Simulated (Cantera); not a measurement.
Feed: 1 mol AlBr₃, a varied amount of NH₃, 45 mol N₂, equilibrated at 2023.15 K and 1.33 mbar.

Cantera equilibrium calculation (NASA polynomials, part measured and part estimated; ideal gas, pure solids and liquids). Candidate condensed phases: Al, AlBr₃, AlN, Br₂; 19 gas species. The numbers say what is thermodynamically allowed, not how fast it happens.

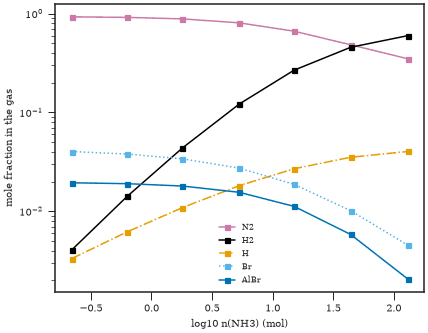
*Equilibrium gas composition (values under 1e-9 drawn at 1e-9)*

From 0.22 mol NH₃ to 130 mol NH₃ nothing is condensed. The main Al-bearing gas is AlBr throughout.
